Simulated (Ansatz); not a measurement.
```yaml
crystal:
  periodic: [false, false, false]
  atoms:
    - {symbol: O, position_ang: [-0.244980, -1.218094, -0.170405]}
    - {symbol: Ga, position_ang: [0.157465, 0.941324, -0.135845]}
    - {symbol: H, position_ang: [-0.952880, -1.404318, 0.454557]}
    - {symbol: H, position_ang: [0.657905, -1.771104, 0.191726]}
    - {symbol: H, position_ang: [0.082036, 1.250621, -1.673256]}
    - {symbol: H, position_ang: [-1.084652, 1.265715, 0.785580]}
    - {symbol: H, position_ang: [1.572630, 0.790483, 0.552510]}
basis:
  gaussian: {orbitals: def2-TZVPP}
hamiltonian: {xc: {name: B3LYP}, dispersion: d4}
```

Geometry: moved along internal coordinates away from the minimum.

Describe the molecule in this file.

Formula GaH5O. SMILES: `[OH2+][GaH3-]`. Coordination, clear cases only: 1 O trigonal pyramidal.

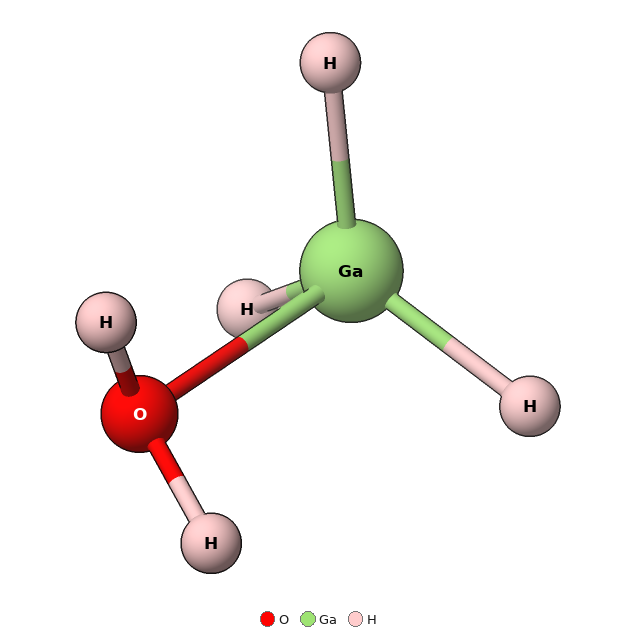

Simulated data, not a measurement (program: Ansatz).
